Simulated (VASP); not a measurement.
Band structure of PbS (rock salt). Calculation: optB86b-vdW, VASP's PBE PAW potentials (set 64) (plane waves; VASP).

Unless said otherwise, spin-orbit coupling is left out, though it shifts the bands of the heavy elements here.

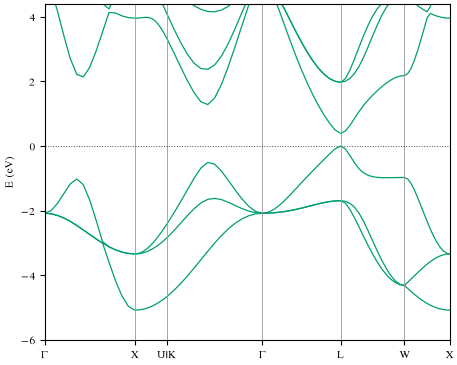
Bands along high-symmetry lines, zero at the valence-band maximum or, without a gap, the Fermi level

Problem. Read the plot: is there a gap, and where are the band edges?

Solution. The gap is direct, 0.40 eV, from the valence maximum at L to the conduction minimum at L. (Edges off the drawn lines would not show.)

Measured: gap 0.37 eV (computed value off by +0.03 eV), as given by Wikipedia, List of semiconductor materials.

The compound is PbS in the rock salt structure. It was relaxed first.
